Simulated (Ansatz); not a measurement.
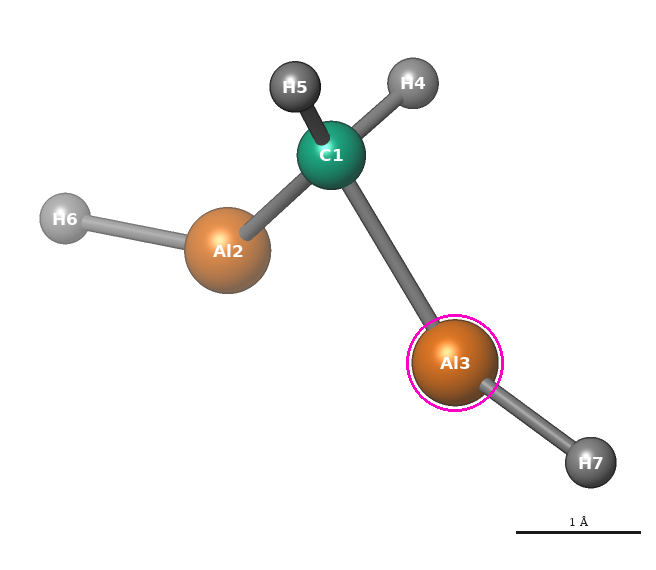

The picture comes from a calculation with Ansatz.

Orthographic view. Distant atoms are faded towards the background colour. Geometry: atoms displaced at random (about 0.04 Å) from a stationary point of PBE0-D4.

**Name the neighbours of the circled atom.**

The circled atom is Al3; it is bonded to C1, H7.

**Which two atoms are farthest apart in space?**

H6 and H7, 5.52 Å.

**What is the shortest path along bonds from the circled atom to H6?**

Al3–C1–Al2–H6, 3 bonds; through space the two are 3.97 Å apart.

**Which atom is farthest from the viewer?**

H6, 1.9 Å behind the mean position.
